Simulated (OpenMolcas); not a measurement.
**C6H6 (Benzvalene): M06-HF/3-21G**

Aim: the vertical ionisation energy of C6H6 (Benzvalene) at M06-HF/3-21G, from 2 runs. 

The calculation is run with OpenMolcas 26.06.

## 1. Starting point

The species is C6H6 (12 atoms), meant as a singlet with charge 0. As SMILES, `C1=CC2C3C1C23`. The coordinates come from a GFN2-xTB relaxation. This is one conformer, not always the lowest.

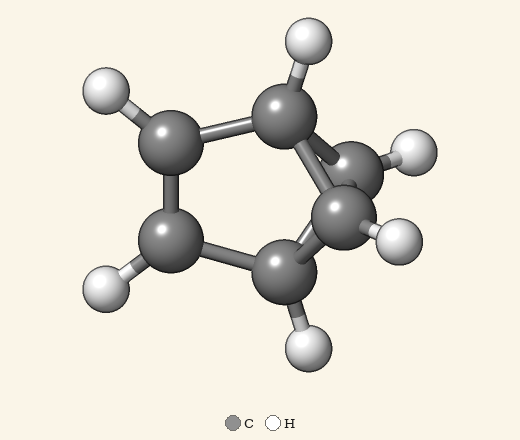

Viewed from a chosen angle; carbon grey, hydrogen white.

## 2. Energy and gradient at M06-HF/3-21G

Contents of job.input:

```
* C6H6 Kohn-Sham DFT

&gateway
 baslib
 $CurrDir
 coord
 12
 angstrom
 C       -0.521340      -1.187560      -0.595090
 C       -0.079530      -1.264360       0.656820
 C        0.394960       0.105670       0.996410
 C        0.894900       0.776050      -0.268620
 C       -0.312440       0.228740      -1.004960
 C       -0.431310       1.113330       0.220920
 H       -0.945670      -1.945350      -1.223410
 H       -0.046380      -2.101720       1.325290
 H        0.812640       0.345110       1.962680
 H        1.770030       1.326540      -0.544110
 H       -0.583160       0.587600      -1.986510
 H       -0.952700       2.015930       0.460580
 basis
 3-21G
 group
 NoSym

&seward
 gridinput
 Grid=UltraFine
 End of Grid

&scf
 ksdft
 M06HF
 prorbitals
 0

&alaska
```

The basis set 3-21G is read from a file made from the Basis Set Exchange's data (not shown).

Started as:

```sh
$ export MOLCAS_MEM=1860
$ pymolcas job.input > job.log
```

Output:

```text
--- Start Module: gateway ---
[...]
--- Stop Module: gateway /rc=_RC_ALL_IS_WELL_ ---
[...]
      Basis functions           66
[...]
--- Start Module: scf ---
[...]
       Convergence after  11 Iterations
[...]
::    Total KS-DFT energy                            -230.6714014202
[...]
      Total spin, S                                     0.0000000000
[...]
      Total electronic charge=   42.000000
      Total            charge=   -0.000000
[...]
      Dipole Moment (debye):
      Origin of the operator (angstrom)=   -0.0077   -0.0321    0.0008
                   X=  2.2368E-01               Y=  9.2053E-01               Z= -2.2614E-02           Total=  9.4758E-01
      Quadrupole Moment (debye*angstrom):
[...]
--- Stop Module: scf /rc=_RC_ALL_IS_WELL_ ---
[...]
--- Start Module: alaska ---
[...]
 *              Molecular gradients               *
 **************************************************
  Irreducible representation: a
 ------------------------------------------------------------------------------------------
                              X                       Y                       Z
 ------------------------------------------------------------------------------------------
  C1                3.74693915409008E-03    1.83110163510811E-02   -2.60991999703997E-03
  C2                5.12464792483280E-03    1.81078045915166E-02    1.71311212860825E-03
  C3               -1.18005334775226E-02   -3.10135187869398E-03   -3.00202539315513E-02
  C4               -2.52308045148257E-02   -1.24691109604149E-02    8.12166608704590E-03
  C5                9.41900215593705E-03   -6.70826627414245E-03    3.02996070436663E-02
  C6                1.66497720961351E-02   -2.25733668896703E-02   -7.25218353790807E-03
  H7                8.03976022328623E-04    3.10875033336799E-03    2.46303685447202E-06
  H8                7.17899482174086E-04    3.11128891407497E-03   -1.56035039703628E-04
[...]
--- Stop Module: alaska /rc=_RC_ALL_IS_WELL_ ---
[...]
```

It took 37 s on 1 thread of Arm Neoverse V2, shared host; peak memory 0.4 GiB.

## 3. The doublet cation at the same level

Contents of job.input:

```
>>> EXPORT MOLCAS_PRINT=2
&GATEWAY
BasLib=$CurrDir
Coord
12
angstrom
C       -0.521340      -1.187560      -0.595090
C       -0.079530      -1.264360       0.656820
C        0.394960       0.105670       0.996410
C        0.894900       0.776050      -0.268620
C       -0.312440       0.228740      -1.004960
C       -0.431310       1.113330       0.220920
H       -0.945670      -1.945350      -1.223410
H       -0.046380      -2.101720       1.325290
H        0.812640       0.345110       1.962680
H        1.770030       1.326540      -0.544110
H       -0.583160       0.587600      -1.986510
H       -0.952700       2.015930       0.460580
Basis=3-21G
Group=NoSym
&SEWARD
GridInput
Grid=UltraFine
End of Grid
&SCF
UHF
Charge=1
Spin=2
KSDFT=M06HF
PrOrbitals=0
&ALASKA
```

The basis set 3-21G is read from a file made from the Basis Set Exchange's data (not shown).

Started as:

```sh
$ export MOLCAS_MEM=1860
$ pymolcas job.input > job.log
```

Output:

```text
--- Start Module: gateway ---
[...]
--- Stop Module: gateway /rc=_RC_ALL_IS_WELL_ ---
[...]
      Basis functions           66
[...]
--- Start Module: scf ---
[...]
       Convergence after  17 Iterations
[...]
::    Total KS-DFT energy                            -230.3477008989
[...]
      Total spin, S                                     0.5015759379
[...]
      Total electronic charge=   41.000000
      Total            charge=    1.000000
[...]
      Dipole Moment (debye):
      Origin of the operator (angstrom)=   -0.0077   -0.0321    0.0008
                   X= -2.8266E-01               Y= -1.1404E+00               Z=  2.9661E-02           Total=  1.1752E+00
      Center of Charge (angstrom)
[...]
--- Stop Module: scf /rc=_RC_ALL_IS_WELL_ ---
[...]
--- Start Module: alaska ---
[...]
 *              Molecular gradients               *
 **************************************************
  Irreducible representation: a
 ------------------------------------------------------------------------------------------
                              X                       Y                       Z
 ------------------------------------------------------------------------------------------
  C1                3.41739165240984E-03   -3.35708835603676E-02    3.21510985026823E-02
  C2               -1.89416165200851E-02   -2.96555156808864E-02   -3.05417242138182E-02
  C3               -9.02625909005916E-03   -4.18407548076871E-04   -2.39639868661716E-02
  C4                8.36138496151046E-02   -4.06176747884132E-02   -3.20639581314967E-02
  C5                7.84338324129757E-03   -3.25226725551309E-03    2.41896226896550E-02
  C6               -9.17509516429902E-02    4.68333735597443E-03    3.27630587521952E-02
  H7               -5.76577944313323E-02   -1.01087445166672E-01   -8.67082419717873E-02
  H8                5.41718087653381E-03   -1.12067083269995E-01    9.20596049312077E-02
[...]
--- Stop Module: alaska /rc=_RC_ALL_IS_WELL_ ---
[...]
```

Run time: 72 s. Hardware: 1 thread of Arm Neoverse V2, shared host; peak memory 0.41 GiB.

## 4. Results

Level: M06-HF/3-21G.

| quantity | value |
| --- | --- |
| singlet C6H6: total energy | -230.67140 Eh |
| singlet C6H6: dipole moment | 0.95 D |
| singlet C6H6: HOMO energy | -9.05 eV |
| singlet C6H6: LUMO energy | 3.37 eV |
| singlet C6H6: HOMO–LUMO gap | 12.42 eV |
| singlet C6H6: largest force on an atom | 1.668 eV/Å |
| doublet cation: total energy | -230.34770 Eh |
| doublet cation: HOMO energy (highest over α and β) | -16.68 eV |
| doublet cation: LUMO energy (lowest over α and β) | -8.23 eV |
| doublet cation: ⟨S²⟩ | 0.753 |
| vertical ionisation energy (to the doublet cation) | 8.808 eV |

In words: This program's gradients are faulty for this kind of reference, so any forces in the log (doublet cation) can't be trusted; the energy can. Removing an electron at fixed nuclei costs 8.81 eV (203 kcal/mol). The largest force (singlet C6H6) is 1.67 eV/Å: the shape isn't a stationary point for this species at this level. The negative HOMO energy of the first species, 9.05 eV, lies 0.24 eV above that difference. Mulliken charges (singlet C6H6) run from -0.34 on C3 to +0.22 on H9; they depend strongly on the basis. Mulliken charges (doublet cation) run from -0.33 on C3 to +0.34 on H7; they depend strongly on the basis.
